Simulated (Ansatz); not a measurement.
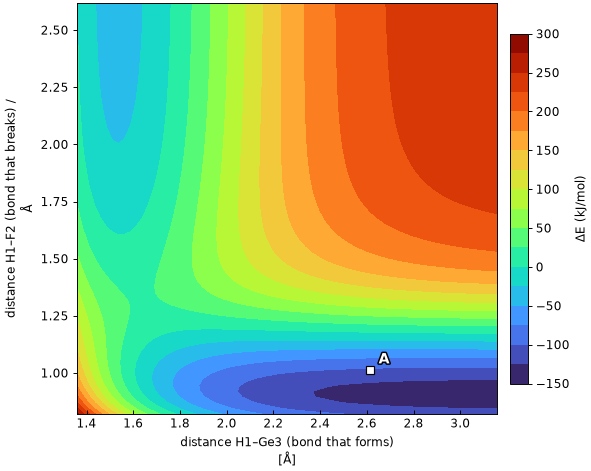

The reacting system FGeH₄ (fragments FH + GeH₃ where the first distance is long, GeH₄ + F where the second is long), spin multiplicity 2. Coordinates scanned: (1) distance H1–Ge3 (bond that forms); (2) distance H1–F2 (bond that breaks). Relaxed at each point: all other coordinates. The grid has 13 × 13 points. Points are written as (first, second). All energies are given in kJ/mol relative to a guessed transition structure relaxed with its forming and breaking bonds held. In part of the range the unrestricted reference is strongly spin-contaminated. The calculation used UHF/def2-SVP (Ansatz 0.2.0).

Drawn: filled contours, the point A. Between grid points the surface is interpolated.

### Is A at rest? If not, where is it pushed?

A, at (2.615 Å, 1.011 Å), is not a stationary point. The computed force is 12 kJ/mol for each Å towards larger values of the first coordinate and 480 kJ/mol for each Å towards smaller values of the second coordinate.
